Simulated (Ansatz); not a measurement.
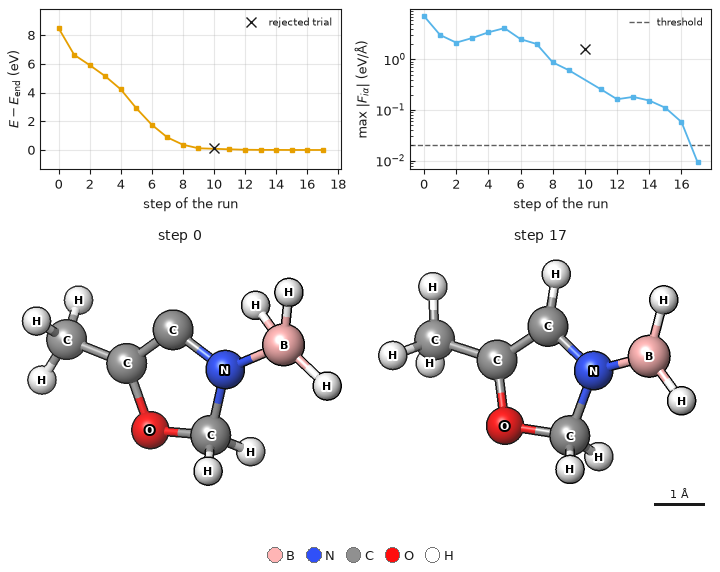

First and last geometry of a relaxation of C₄H₈BNO, with the history of the run. A ball-and-stick model, seen at a tilt.

The run prepares an end point of a later path (hydrogen shift) calculation, from a guessed geometry.

Method: RHF/def2-SVP (Ansatz 0.2.0).

The input:
```yaml
crystal:
  periodic: [false, false, false]
  atoms:
    - { symbol: B, position_ang: [-0.7305, 0.5088, 2.4575] }
    - { symbol: "N", position_ang: [-0.4891, 0.3931, 0.9591] }
    - { symbol: C, position_ang: [0.4068, -0.5101, 0.3689] }
    - { symbol: C, position_ang: [0.4997, -0.3552, -0.9308] }
    - { symbol: C, position_ang: [1.2624, -1.148, -1.9079] }
    - { symbol: O, position_ang: [-0.4827, 0.6348, -1.2972] }
    - { symbol: C, position_ang: [-1.074, 1.1493, -0.1223] }
    - { symbol: H, position_ang: [-0.1744, -0.0993, 3.2305] }
    - { symbol: H, position_ang: [-1.5702, 1.3642, 2.8534] }
    - { symbol: H, position_ang: [-0.3014, -0.51289, 2.08211] }
    - { symbol: H, position_ang: [1.0331, -0.8098, -2.9062] }
    - { symbol: H, position_ang: [1.0501, -2.2153, -1.7834] }
    - { symbol: H, position_ang: [2.2875, -0.9461, -1.6907] }
    - { symbol: H, position_ang: [-0.9003, 2.242, -0.011] }
    - { symbol: H, position_ang: [-2.1973, 0.949, -0.1512] }
basis:
  gaussian: { orbitals: def2-SVP }
hamiltonian:
  xc: hf
relax:
  f_tol: 0.02
  max_steps: 50
output:
  orbitals: {}
```

Launched with:
```bash
ansatz run input.yaml --threads 2 --pin off --max-ram 3072MiB --backend cpu --events-out ev --progress --plain --runs-dir out
```

What do the curves and the structures tell?

Answer. It converged. The atom that moves furthest after the best rigid fit is H10 (1.54 Å). By element the largest moves are H 1.54 Å, O 0.40 Å, C 0.33 Å, B 0.26 Å, N 0.18 Å. Among the contacts that change: B1–H10 1.170 → 2.855 Å, C3–H10 1.854 → 1.076 Å, B1–N2 1.522 → 1.390 Å, C4–O6 1.442 → 1.364 Å. New bonds form: C3–H10 (1.85 → 1.08 Å). Bonds break: B1–H10 (1.17 → 2.85 Å). Among the angles between lasting bonds that change: C5–C4–O6 123.7° → 116.5°, C4–C5–H13 105.1° → 110.0°, C3–C4–O6 106.5° → 110.9°. Groups turn about C4–C5 by about 55°. After 16 accepted moves (17 points after the start) the energy has fallen by 8.480 eV. The largest force component goes from 7.2 to 0.0093 eV/Å. The line search rejected the trial step at point 10 of the run. The run took 58 s on 2 threads of AMD EPYC 7R13 Processor (Zen 3) (shared host), peak memory 0.38 GiB.

```json
{"step": "0", "E − E(0), eV": "0.0000", "largest force component, eV/Å": "7.1559", "note": ""}
{"step": "1", "E − E(0), eV": "-1.8523", "largest force component, eV/Å": "3.0268", "note": ""}
{"step": "2", "E − E(0), eV": "-2.5701", "largest force component, eV/Å": "2.1382", "note": ""}
{"step": "3", "E − E(0), eV": "-3.3411", "largest force component, eV/Å": "2.6391", "note": ""}
{"step": "4", "E − E(0), eV": "-4.2570", "largest force component, eV/Å": "3.4160", "note": ""}
{"step": "5", "E − E(0), eV": "-5.5697", "largest force component, eV/Å": "4.1349", "note": ""}
{"step": "6", "E − E(0), eV": "-6.7239", "largest force component, eV/Å": "2.5070", "note": ""}
{"step": "7", "E − E(0), eV": "-7.6042", "largest force component, eV/Å": "2.0091", "note": ""}
{"step": "8", "E − E(0), eV": "-8.1105", "largest force component, eV/Å": "0.8717", "note": ""}
{"step": "9", "E − E(0), eV": "-8.3610", "largest force component, eV/Å": "0.6101", "note": ""}
{"step": "10", "E − E(0), eV": "-8.3572", "largest force component, eV/Å": "1.5674", "note": "rejected"}
{"step": "11", "E − E(0), eV": "-8.4320", "largest force component, eV/Å": "0.2555", "note": ""}
{"step": "12", "E − E(0), eV": "-8.4627", "largest force component, eV/Å": "0.1630", "note": ""}
{"step": "13", "E − E(0), eV": "-8.4728", "largest force component, eV/Å": "0.1815", "note": ""}
{"step": "14", "E − E(0), eV": "-8.4743", "largest force component, eV/Å": "0.1538", "note": ""}
{"step": "15", "E − E(0), eV": "-8.4788", "largest force component, eV/Å": "0.1105", "note": ""}
{"step": "16", "E − E(0), eV": "-8.4795", "largest force component, eV/Å": "0.0580", "note": ""}
{"step": "17", "E − E(0), eV": "-8.4799", "largest force component, eV/Å": "0.0093", "note": ""}
```
